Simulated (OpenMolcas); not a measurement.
**Single-point calculation of WCl3O (part 2 of 3)**

WCl3O, multiplicity 4, SMILES [O]=[W]([Cl])([Cl])[Cl]; NEVPT2/ANO-R1, sfX2C (OpenMolcas 26.06). The geometry is that of the parent species in another charge or spin state. The geometry comes from this level: GFN2-xTB.

Geometry of the input (Å):
```
W  0.0000  0.0000  0.0000
O  0.0000  0.0000  1.6712
Cl 1.6279  0.0000  -1.4060
Cl -1.4056  1.6180  -0.6868
Cl -1.4079  -1.6153  -0.6887
```

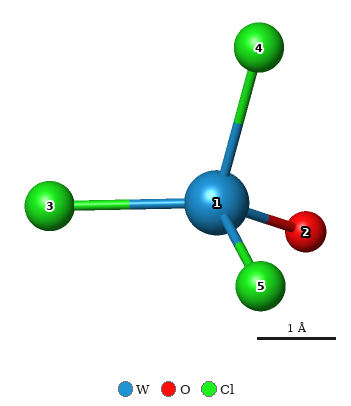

Figure 1. The structure as given in the input (ball-and-stick view, seen at a tilt; atoms are numbered from 1 in the order of the input). Sticks mark near contacts.

## What the program printed, continued
```
      ************************************************************************************************************************
      *                                                    Final results                                                     *
      ************************************************************************************************************************

++    Final optimization conditions:
      ------------------------------

      Average CI energy                          -17596.32029212
      RASSCF energy for state  1                 -17596.32029212
      Super-CI energy                                -0.00000000
      RASSCF energy change                            0.00000000
      Max change in MO coefficients               3.547E-04
      Max non-diagonal density matrix element    -2.308E-04
      Maximum BLB matrix element                 -1.035E-05
      (orbital pair  64, 112 in symmetry   1)
      Norm of electronic gradient            4.772E-05
--

      Final state energy(ies):
      ------------------------

::    RASSCF root number  1 Total energy: -17596.32029212

++    Molecular orbitals:
      -------------------

      Pseudonatural active orbitals and approximate occupation numbers

      MOLECULAR ORBITALS FOR SYMMETRY SPECIES 1: a

      INDEX  ENERGY  OCCUPATION COEFFICIENTS ...
          1-2568.5546    2.0000
                 1 W1     1s     ( 1.0000)
          2 -448.5421    2.0000
                 2 W1     2s     ( 0.9911)   3 W1     3s     (-0.1325)
          3 -393.3779    2.0000
                 8 W1     2px    ( 0.2365)  18 W1     2pz    ( 0.9713)
          4 -393.3771    2.0000
                 8 W1     2px    ( 0.9713)  18 W1     2pz    (-0.2365)
          5 -393.3766    2.0000
                13 W1     2py    ( 0.9997)
          6 -105.6497    2.0000
                 2 W1     2s     ( 0.1329)   3 W1     3s     ( 0.9881)
          7 -105.2109    2.0000
                71 CL3    1s     ( 0.9987)
          8 -105.1987    2.0000
                89 CL4    1s     ( 0.9987)
          9 -105.1986    2.0000
               107 CL5    1s     ( 0.9987)
         10  -88.9529    2.0000
                 9 W1     3px    ( 0.2109)  19 W1     3pz    ( 0.9762)
         11  -88.9495    2.0000
                 9 W1     3px    ( 0.9762)  19 W1     3pz    (-0.2109)
         12  -88.9477    2.0000
                14 W1     3py    ( 0.9987)
         13  -69.0726    2.0000
                35 W1     3d1+   ( 0.8604)  39 W1     3d2+   ( 0.5032)
         14  -69.0724    2.0000
                31 W1     3d0    ( 0.9746)  35 W1     3d1+   ( 0.1728)  39 W1     3d2+   (-0.1418)
         15  -69.0720    2.0000
                23 W1     3d2-   (-0.2134)  27 W1     3d1-   ( 0.9769)
         16  -69.0696    2.0000
                31 W1     3d0    (-0.2090)  35 W1     3d1+   ( 0.4792)  39 W1     3d2+   (-0.8523)
         17  -69.0692    2.0000
                23 W1     3d2-   ( 0.9769)  27 W1     3d1-   ( 0.2134)
         18  -23.0575    2.0000
                 4 W1     4s     ( 0.9969)
         19  -20.7229    2.0000
                57 O2     1s     ( 1.0001)
         20  -17.4652    2.0000
                10 W1     4px    ( 0.2548)  20 W1     4pz    ( 0.9660)
         21  -17.4582    2.0000
                10 W1     4px    ( 0.9660)  20 W1     4pz    (-0.2548)
         22  -17.4543    2.0000
                15 W1     4py    (-0.9990)
         23  -10.6302    2.0000
                72 CL3    2s     ( 0.9987)
         24  -10.6147    2.0000
                90 CL4    2s     (-0.9985)
         25  -10.6146    2.0000
               108 CL5    2s     (-0.9985)
         26  -10.1114    2.0000
                36 W1     4d1+   ( 0.9037)  40 W1     4d2+   ( 0.4253)
         27  -10.1111    2.0000
                32 W1     4d0    ( 0.9686)  40 W1     4d2+   (-0.2400)
         28  -10.1095    2.0000
                24 W1     4d2-   ( 0.1273)  28 W1     4d1-   (-0.9918)
         29  -10.1038    2.0000
                32 W1     4d0    (-0.2434)  36 W1     4d1+   ( 0.4234)  40 W1     4d2+   (-0.8725)
         30  -10.1032    2.0000
                24 W1     4d2-   (-0.9917)  28 W1     4d1-   (-0.1273)
         31   -8.0317    2.0000
                75 CL3    2px    (-0.7212)  81 CL3    2pz    ( 0.6927)
         32   -8.0291    2.0000
                75 CL3    2px    ( 0.6927)  81 CL3    2pz    ( 0.7212)
         33   -8.0288    2.0000
                78 CL3    2py    (-1.0000)
         34   -8.0160    2.0000
                93 CL4    2px    ( 0.6238)  96 CL4    2py    (-0.7277)  99 CL4    2pz    ( 0.2851)
         35   -8.0160    2.0000
               111 CL5    2px    (-0.6247) 114 CL5    2py    (-0.7264) 117 CL5    2pz    (-0.2864)
         36   -8.0137    2.0000
                93 CL4    2px    (-0.1492)  96 CL4    2py    ( 0.2472)  99 CL4    2pz    ( 0.9574)
         37   -8.0136    2.0000
               111 CL5    2px    (-0.1505) 114 CL5    2py    (-0.2478) 117 CL5    2pz    ( 0.9570)
         38   -8.0133    2.0000
                93 CL4    2px    ( 0.7672)  96 CL4    2py    ( 0.6397)
         39   -8.0133    2.0000
               111 CL5    2px    ( 0.7662) 114 CL5    2py    (-0.6410)
         40   -3.5584    2.0000
                 5 W1     5s     ( 0.9948)
         41   -2.1065    2.0000
                21 W1     5pz    ( 0.9563)  58 O2     2s     ( 0.1335)
         42   -2.0620    2.0000
                11 W1     5px    ( 0.9827)
         43   -2.0546    2.0000
                16 W1     5py    ( 0.9906)
         44   -1.9355    2.0000
                49 W1     4f0    (-0.9106)  51 W1     4f1+   (-0.3204)  53 W1     4f2+   ( 0.2413)
         45   -1.9345    2.0000
                49 W1     4f0    (-0.2854)  51 W1     4f1+   ( 0.9428)  53 W1     4f2+   ( 0.1559)
         46   -1.9312    2.0000
                45 W1     4f2-   ( 0.5594)  47 W1     4f1-   ( 0.8282)
         47   -1.9286    2.0000
                43 W1     4f3-   (-0.3703)  45 W1     4f2-   (-0.7718)  47 W1     4f1-   ( 0.5161)
         48   -1.9280    2.0000
                49 W1     4f0    (-0.2324)  53 W1     4f2+   (-0.8978)  55 W1     4f3+   (-0.3677)
         49   -1.9227    2.0000
                43 W1     4f3-   ( 0.9287)  45 W1     4f2-   (-0.3018)  47 W1     4f1-   ( 0.2141)
         50   -1.9226    2.0000
                49 W1     4f0    ( 0.1663)  53 W1     4f2+   ( 0.3327)  55 W1     4f3+   (-0.9259)
         51   -1.3021    2.0000
                21 W1     5pz    (-0.1790)  58 O2     2s     ( 0.9022)  64 O2     2pz    ( 0.2186)
         52   -1.1081    2.0000
                 6 W1     6s     ( 0.1018)  73 CL3    3s     ( 0.8696)  91 CL4    3s     ( 0.1842) 109 CL5    3s     ( 0.1839)

         53   -1.0864    2.0000
                11 W1     5px    (-0.1047)  73 CL3    3s     ( 0.2778)  91 CL4    3s     (-0.6254) 109 CL5    3s     (-0.6221)

         54   -1.0766    2.0000
                25 W1     5d2-   ( 0.1037)  91 CL4    3s     (-0.6616) 109 CL5    3s     ( 0.6648)
         55   -0.5619    2.0000
                 5 W1     5s     (-0.1237)   6 W1     6s     ( 0.1460)  37 W1     5d1+   (-0.1655)  41 W1     5d2+   ( 0.1403)
                73 CL3    3s     (-0.2159)  76 CL3    3px    (-0.5615)  82 CL3    3pz    ( 0.5572)  97 CL4    3py    (-0.1672)
               100 CL4    3pz    ( 0.1055) 115 CL5    3py    ( 0.1670) 118 CL5    3pz    ( 0.1054)
         56   -0.5368    2.0000
                 6 W1     6s     (-0.1377)  11 W1     5px    (-0.1275)  33 W1     5d0    ( 0.1425)  37 W1     5d1+   (-0.2200)
                76 CL3    3px    (-0.3739)  91 CL4    3s     ( 0.1499)  94 CL4    3px    (-0.1984)  97 CL4    3py    ( 0.4813)
               100 CL4    3pz    (-0.1256) 109 CL5    3s     ( 0.1492) 112 CL5    3px    (-0.1971) 115 CL5    3py    (-0.4789)
               118 CL5    3pz    (-0.1255)
         57   -0.5286    2.0000
                25 W1     5d2-   (-0.3452)  79 CL3    3py    (-0.3831)  91 CL4    3s     (-0.1286)  94 CL4    3px    ( 0.2849)
                97 CL4    3py    (-0.3490) 100 CL4    3pz    ( 0.2863) 109 CL5    3s     ( 0.1291) 112 CL5    3px    (-0.2860)
               115 CL5    3py    (-0.3504) 118 CL5    3pz    (-0.2867)
         58   -0.5239    2.0000
                29 W1     5d1-   (-0.2433)  79 CL3    3py    ( 0.6537)  94 CL4    3px    ( 0.3483)  97 CL4    3py    (-0.1613)
               100 CL4    3pz    (-0.1527) 112 CL5    3px    (-0.3462) 115 CL5    3py    (-0.1623) 118 CL5    3pz    ( 0.1509)

         59   -0.5185    2.0000
                41 W1     5d2+   (-0.1994)  76 CL3    3px    (-0.4071)  82 CL3    3pz    (-0.4290)  94 CL4    3px    ( 0.4536)
               112 CL5    3px    ( 0.4558)
         60   -0.5089    2.0000
                33 W1     5d0    ( 0.1463)  41 W1     5d2+   ( 0.1015)  76 CL3    3px    (-0.3221)  82 CL3    3pz    (-0.2719)
                94 CL4    3px    (-0.2563)  97 CL4    3py    (-0.3147) 100 CL4    3pz    (-0.3786) 112 CL5    3px    (-0.2553)
               115 CL5    3py    ( 0.3151) 118 CL5    3pz    (-0.3781)
         61   -0.4717    2.0000
                76 CL3    3px    ( 0.2972)  82 CL3    3pz    ( 0.4616)  94 CL4    3px    ( 0.2651) 100 CL4    3pz    (-0.4948)
               112 CL5    3px    ( 0.2646) 118 CL5    3pz    (-0.4915)
         62   -0.4642    2.0000
                29 W1     5d1-   ( 0.1090)  79 CL3    3py    ( 0.4703)  97 CL4    3py    ( 0.1644) 100 CL4    3pz    ( 0.5772)
               115 CL5    3py    ( 0.1650) 118 CL5    3pz    (-0.5807)
         63   -0.4436    2.0000
                79 CL3    3py    (-0.2691)  94 CL4    3px    ( 0.4780)  97 CL4    3py    ( 0.5052) 112 CL5    3px    (-0.4776)
               115 CL5    3py    ( 0.5063)
         64   -0.6643    1.9734
                11 W1     5px    ( 0.1137)  37 W1     5d1+   (-0.2366)  60 O2     2px    (-0.8660)  64 O2     2pz    ( 0.1337)

         65   -0.2970    0.9922
                25 W1     5d2-   ( 0.2637)  29 W1     5d1-   (-0.2494)  62 O2     2py    ( 0.9548)  79 CL3    3py    (-0.1198)

         66   -0.7516    1.9768
                 5 W1     5s     ( 0.1618)  21 W1     5pz    ( 0.2498)  33 W1     5d0    (-0.3076)  58 O2     2s     (-0.1110)
                60 O2     2px    ( 0.1519)  64 O2     2pz    ( 0.8610)
         67   -0.1533    1.0004
                37 W1     5d1+   ( 0.3405)  41 W1     5d2+   ( 0.9180)  60 O2     2px    (-0.1587)  82 CL3    3pz    (-0.1495)
                94 CL4    3px    ( 0.2092)  97 CL4    3py    ( 0.1662) 112 CL5    3px    ( 0.2081) 115 CL5    3py    (-0.1663)

         68    0.7565    0.0082
                16 W1     5py    (-0.1017)  17 W1     6py    ( 0.1889)  25 W1     5d2-   ( 0.3136)  48 W1     5f1-   ( 0.1229)
                62 O2     2py    (-0.2013)  63 O2     3py    ( 0.8370)  79 CL3    3py    (-0.1267)  97 CL4    3py    (-0.1002)
               115 CL5    3py    (-0.1002)
         69    0.7012    0.0230
                 5 W1     5s     ( 0.1269)   7 W1     7s     ( 0.1424)  22 W1     6pz    (-0.1612)  33 W1     5d0    (-0.7878)
                34 W1     6d0    ( 0.1214)  58 O2     2s     ( 0.3841)  61 O2     3px    ( 0.1602)  64 O2     2pz    (-0.4738)
                65 O2     3pz    ( 0.5641)  76 CL3    3px    (-0.1458)
         70   -0.2208    1.0002
                25 W1     5d2-   ( 0.4982)  29 W1     5d1-   (-0.7823)  62 O2     2py    (-0.1734)  79 CL3    3py    (-0.3029)
               100 CL4    3pz    ( 0.2162) 118 CL5    3pz    (-0.2147)
         71    0.5452    0.0259
                12 W1     6px    (-0.1707)  33 W1     5d0    (-0.1577)  37 W1     5d1+   (-0.4351)  41 W1     5d2+   ( 0.1910)
                58 O2     2s     ( 0.1186)  60 O2     2px    ( 0.3850)  61 O2     3px    (-0.6324)  64 O2     2pz    (-0.1201)
                65 O2     3pz    ( 0.1082)  76 CL3    3px    ( 0.1142)  94 CL4    3px    ( 0.1004) 112 CL5    3px    ( 0.1007)

         72    0.0951    0.0000
                 5 W1     5s     (-0.2932)   6 W1     6s     (-0.1073)  33 W1     5d0    (-0.1211)  59 O2     3s     ( 0.5324)
                74 CL3    4s     ( 0.4717)  82 CL3    3pz    (-0.1609)  91 CL4    3s     (-0.1422)  92 CL4    4s     ( 0.2408)
               100 CL4    3pz    (-0.1140) 109 CL5    3s     (-0.1420) 110 CL5    4s     ( 0.2410) 118 CL5    3pz    (-0.1141)

--

      Von Neumann Entropy (Root   1) =  1.72497

      Mulliken population analysis for root number:  1
      -----------------------------------------------

++    Molecular charges:
      ------------------

      Mulliken charges per centre and basis function type
      ---------------------------------------------------

                W1      O2      CL3     CL4     CL5
      1s       2.0000  2.0002  2.0000  2.0000  2.0000
      2s       2.0000  1.8223  2.0002  2.0001  2.0001
      2px      2.0000  1.6692  2.0000  2.0000  2.0000
      2pz      2.0000  1.6542  2.0000  2.0000  2.0000
      2py      2.0000  0.9479  2.0000  2.0000  2.0000
      3s       2.0000  0.0061  1.8641  1.8915  1.8915
      3px      2.0000  0.0320  1.7533  1.7743  1.7739
      3pz      2.0000  0.0074  1.7158  1.8353  1.8352
      3py      2.0000  0.0033  1.8731  1.7260  1.7267
      4s       2.0000  0.0000  0.0068  0.0085  0.0085
      3d2+     2.0000  0.0007  0.0056  0.0097  0.0097
      3d1+     2.0000  0.0077  0.0115  0.0055  0.0055
      3d0      2.0000  0.0075  0.0101  0.0046  0.0046
      3d1-     2.0000  0.0054  0.0076  0.0057  0.0057
      3d2-     2.0000  0.0004  0.0101  0.0106  0.0106
      4px      2.0000  0.0000  0.0020  0.0028  0.0028
      4pz      2.0000  0.0000  0.0062  0.0062  0.0062
      4py      2.0000  0.0000  0.0012  0.0014  0.0014
      5s       1.9958  0.0000  0.0000  0.0000  0.0000
      4d2+     2.0000  0.0000  0.0000  0.0000  0.0000
      4d1+     2.0000  0.0000  0.0000  0.0000  0.0000
      4d0      2.0000  0.0000  0.0000  0.0000  0.0000
      4d1-     2.0000  0.0000  0.0000  0.0000  0.0000
      4d2-     2.0000  0.0000  0.0000  0.0000  0.0000
      5px      1.9879  0.0000  0.0000  0.0000  0.0000
      5pz      1.9764  0.0000  0.0000  0.0000  0.0000
      5py      1.9911  0.0000  0.0000  0.0000  0.0000
      6s       0.3610  0.0000  0.0000  0.0000  0.0000
      4f3+     1.9999  0.0000  0.0000  0.0000  0.0000
      4f2+     1.9999  0.0000  0.0000  0.0000  0.0000
      4f1+     1.9999  0.0000  0.0000  0.0000  0.0000
      4f0      1.9994  0.0000  0.0000  0.0000  0.0000
      4f1-     1.9999  0.0000  0.0000  0.0000  0.0000
      4f2-     1.9999  0.0000  0.0000  0.0000  0.0000
      4f3-     1.9999  0.0000  0.0000  0.0000  0.0000
      5d2+     1.0214  0.0000  0.0000  0.0000  0.0000
      5d1+     0.6243  0.0000  0.0000  0.0000  0.0000
      5d0      0.5249  0.0000  0.0000  0.0000  0.0000
      5d1-     0.8571  0.0000  0.0000  0.0000  0.0000
      5d2-     0.7106  0.0000  0.0000  0.0000  0.0000
      6px      0.2058  0.0000  0.0000  0.0000  0.0000
      6pz      0.1663  0.0000  0.0000  0.0000  0.0000
      6py      0.1541  0.0000  0.0000  0.0000  0.0000
      7s       0.0579  0.0000  0.0000  0.0000  0.0000
      5f3+     0.0149  0.0000  0.0000  0.0000  0.0000
      5f2+     0.0113  0.0000  0.0000  0.0000  0.0000
      5f1+     0.0436  0.0000  0.0000  0.0000  0.0000
      5f0      0.0308  0.0000  0.0000  0.0000  0.0000
      5f1-     0.0175  0.0000  0.0000  0.0000  0.0000
      5f2-     0.0190  0.0000  0.0000  0.0000  0.0000
      5f3-     0.0184  0.0000  0.0000  0.0000  0.0000
      6d2+     0.0407  0.0000  0.0000  0.0000  0.0000
      6d1+     0.0263  0.0000  0.0000  0.0000  0.0000
      6d0      0.0754  0.0000  0.0000  0.0000  0.0000
      6d1-     0.0405  0.0000  0.0000  0.0000  0.0000
      6d2-     0.0317  0.0000  0.0000  0.0000  0.0000
      Total   73.0034  8.1642 17.2675 17.2823 17.2826

      N-E      0.9966 -0.1642 -0.2675 -0.2823 -0.2826

      Total electronic charge=  133.000000

      Total            charge=   -0.000000
--

      Expectation values of various properties for root number:  1
      -----------------------------------------------------------
```
